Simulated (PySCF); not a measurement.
**A diatomic session: SnN+**

Aim: find the lowest electronic state of SnN+, scan its bond at several levels of theory, and get bond length, wavenumber and dissociation energy from each curve.

Computed with PySCF 2.14.0. Level: Sn def2-TZVPPD with ECP28, N def2-TZVPPD, scalar-relativistic core potentials.

### Step 1. Input

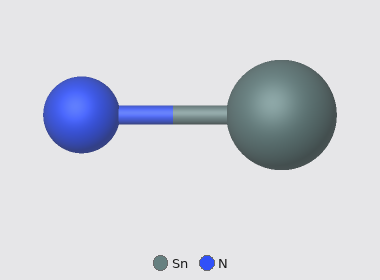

The two atoms at the starting distance (tin teal, nitrogen blue).

The job is set up so:

```json
{
 "atoms": "Sn, N",
 "charge": "1",
 "basis": "Sn def2-TZVPPD with ECP28, N def2-TZVPPD",
 "Hamiltonian": "scalar-relativistic core potentials",
 "basis functions": "93",
 "electrons treated": "28",
 "masses in u": "119.9022, 14.0031",
 "levels": "PBE0, PBE, r²SCAN, PW91, B2PLYP, PBEsol, M06-2X, r²SCAN0, HSE06, HF, MP2, SCS-MP2, CCSD, CCSD(T)",
 "grid": "80 radial by 434 angular points",
 "occupations": "held fixed by the projection of orbital angular momentum",
 "dissociation limit": "Sn+ + N, each in its ground configuration",
 "starting distance in angstrom": "2.105",
 "values of 2S to try": "0, 2, 4"
}
```

Run with:

```console
$ OMP_NUM_THREADS=2 python dia.py task.json out
```

Further steps of the session: PBE0 along the bond; Excited determinants; PBE; r²SCAN (meta-GGA); PW91 (GGA); B2PLYP (double hybrid); PBEsol; M06-2X (hybrid meta-GGA); r²SCAN0; HSE06 (range-separated hybrid); ROHF; Adding correlation.

What does the calculation give? Wanted: for each run, Re; ωe; De; μ.

As calculated:

Lowest PBE0 solution found, without spin–orbit coupling: ³Σ⁻ (triplet), unpaired electrons π ↑↑. State 2 has its PBE0 minimum 0.42 eV higher. State 3 has its PBE0 minimum 0.50 eV higher, as a spin-mixed determinant (⟨S²⟩ = 1.00), so this is no gap between pure states. The other levels ran on the lowest alone.

```csv
level,Re (Å),ωe (cm⁻¹),De (eV),μ (D)
ROHF,2.081,600,-0.078,-2.17
ROHF-MP2,2.096,574,1.29,n/a
ROHF-SCS-MP2,2.104,561,1.33,n/a
ROHF-CCSD,2.109,548,1.28,n/a
ROHF-CCSD(T),2.120,531,1.44,n/a
PBE,2.143,523,2.16,-1.63
PBEsol,2.127,535,2.25,-1.53
PW91,2.141,525,2.17,-1.64
r²SCAN,2.120,541,1.75,-1.67
PBE0,2.110,556,1.76,-1.83
r²SCAN0,2.100,561,1.47,-1.83
HSE06,2.112,553,1.78,-1.83
M06-2X,2.119,542,1.38,-1.99
B2PLYP,2.116,551,1.64,-2.10
```

De is counted to Sn+ + N in their ground configurations. A positive dipole points from Sn to N; in an ion it is taken about the centre of mass and does not tell which atom is negative.

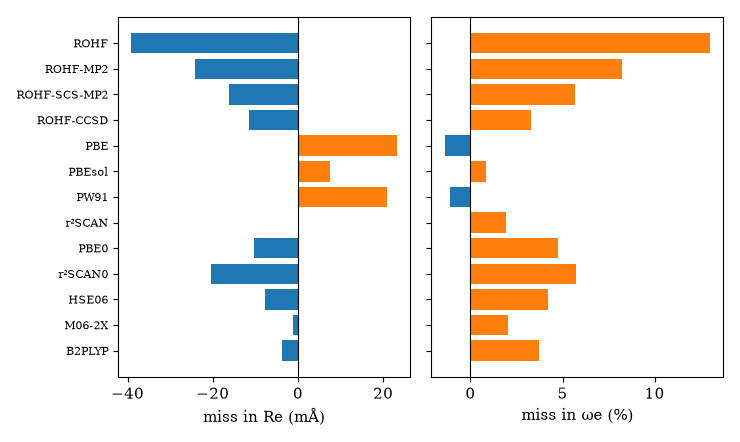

Differences in bond length and wavenumber from CCSD(T) in the same basis.

In words: Judged by CCSD(T) in the same basis: best bond length r²SCAN (0 mÅ), worst ROHF (-39 mÅ); best wavenumber PBEsol (+0.8 %), worst ROHF (+13.0 %). Hartree–Fock falls on the short and stiff side, its usual fault. PBE gives a bond that is too long and too soft, as GGAs tend to. Of the levels with a De here, ROHF gives the least (-0.078 eV) and PBEsol the most (2.25 eV).

Correlated steps freeze 5 core orbitals. These are scalar-relativistic numbers at best; spin–orbit coupling would shift them, the dissociation energy most. B2PLYP dipoles, levels and charges come from its SCF part alone. A negative De means that the minimum lies above the separated atoms at that level.
